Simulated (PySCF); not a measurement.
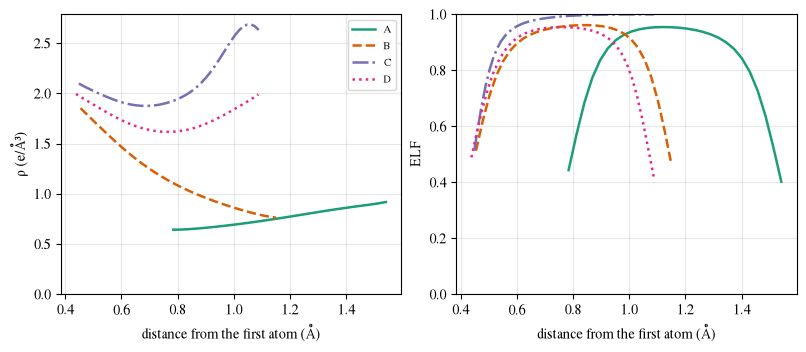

Figure. C₃H₁₁PSi₂. Total electron density and ELF along straight lines between neighbouring atoms. The curves leave out the atomic cores.

Geometry: GFN2-xTB.

All numbers below come from PySCF, PBE0/pcSseg-1, SCF density, gas phase, non-relativistic.

```yaml
atoms:
  - { symbol: C, position_ang: [1.5488, -0.4289, 0.7699] }
  - { symbol: C, position_ang: [0.7523, -0.4930, -0.5301] }
  - { symbol: C, position_ang: [0.3457, 0.9115, -0.9805] }
  - { symbol: Si, position_ang: [-1.0747, 1.6299, 0.0866] }
  - { symbol: P, position_ang: [-2.3481, -0.1622, 0.5516] }
  - { symbol: Si, position_ang: [-0.8313, -1.5657, -0.3155] }
  - { symbol: H, position_ang: [0.9382, -0.0176, 1.5731] }
  - { symbol: H, position_ang: [1.8857, -1.4197, 1.0682] }
  - { symbol: H, position_ang: [2.4255, 0.2082, 0.6543] }
  - { symbol: H, position_ang: [1.3964, -0.9363, -1.2971] }
  - { symbol: H, position_ang: [1.2148, 1.5723, -0.9760] }
  - { symbol: H, position_ang: [-0.0031, 0.8665, -2.0156] }
  - { symbol: H, position_ang: [-1.8667, 2.5881, -0.6876] }
  - { symbol: H, position_ang: [-0.5783, 2.2844, 1.3020] }
  - { symbol: H, position_ang: [-1.9187, -0.2999, 1.8560] }
  - { symbol: H, position_ang: [-0.5705, -2.7141, 0.5536] }
  - { symbol: H, position_ang: [-1.3230, -2.0113, -1.6227] }
```

### Which curve belongs to which contact (C–C, C–H, C–Si and Si–P)? The first atom named is at distance zero.

Curve A: Si–P (2.24 Å): the density is about 0.74 e/Å³ at the midpoint; the ELF peaks at about 0.95 between the atoms (localised, covalent bonding). Curve B: C–Si (1.92 Å): ρ is about 0.9 e/Å³ halfway; the ELF peaks at about 0.95 between the atoms (a shared electron pair). Curve C: C–H (1.09 Å): ρ is about 2 e/Å³ halfway; the ELF climbs to about 1 towards the hydrogen, as it does in any bond to H (an ordinary covalent bond to hydrogen). Curve D: C–C (1.53 Å): the density is about 1.6 e/Å³ at the midpoint; the ELF peaks at about 0.95 between the atoms, as expected for a shared electron pair.
